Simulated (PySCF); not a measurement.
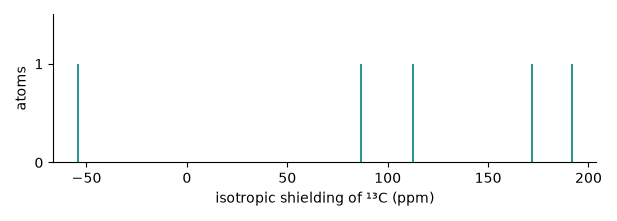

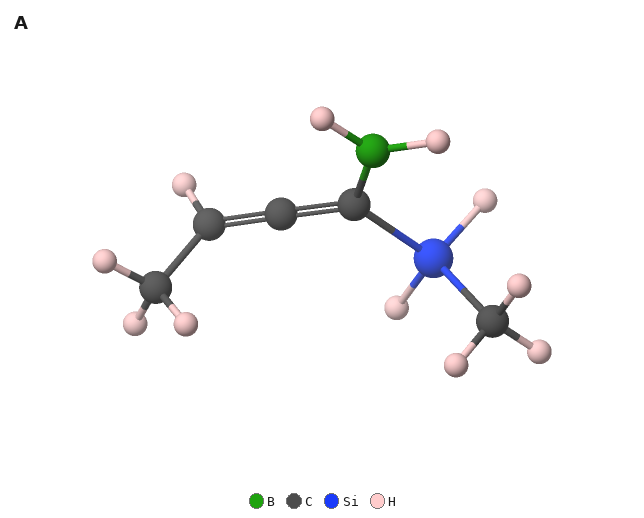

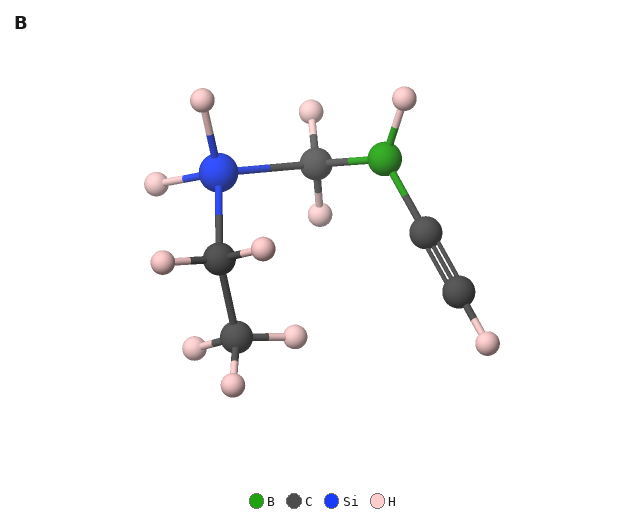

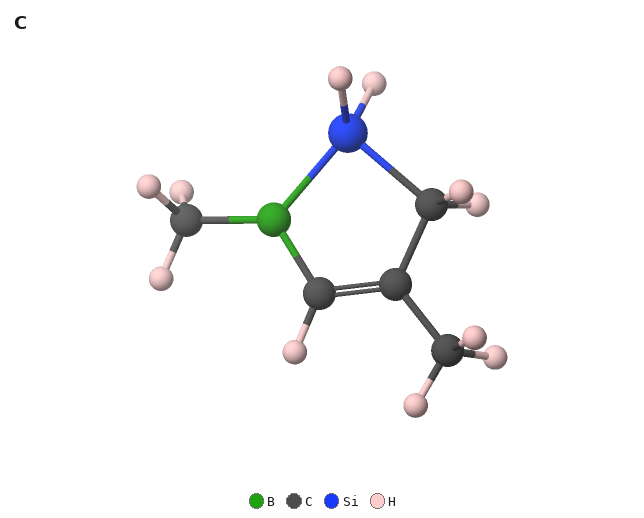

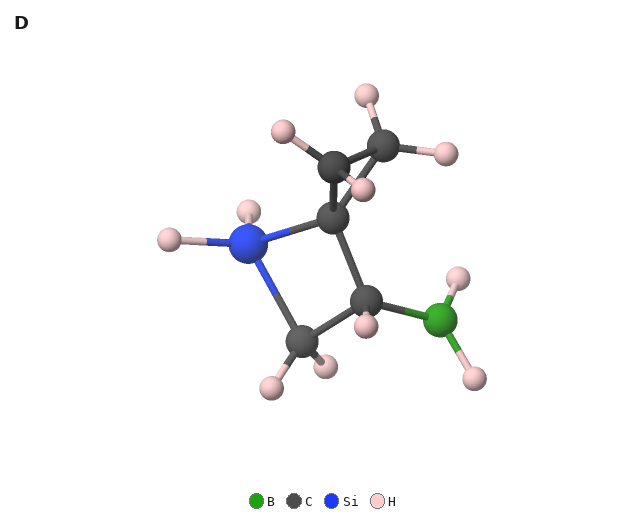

The sticks are computed shieldings of one of the molecules, for one fixed geometry (GFN2-xTB) without averaging over rotations. Low shielding means a high chemical shift. Method: GIAO PBE0/pcSseg-1 NMR shielding, non-relativistic, gas phase (PySCF 2.14.0).

Question: Which molecule gives this pattern?

Answer: A, `BC(=C=CC)[SiH2]C`. Its 5 C atoms give lines at −54.3, 86.8, 112.4, 171.8, 191.6 ppm.

The geometry is semi-empirical. Around B, Si such bond lengths and angles can be off by a tenth of an ångström or more and by several degrees, and values that hang on the shape move with them.
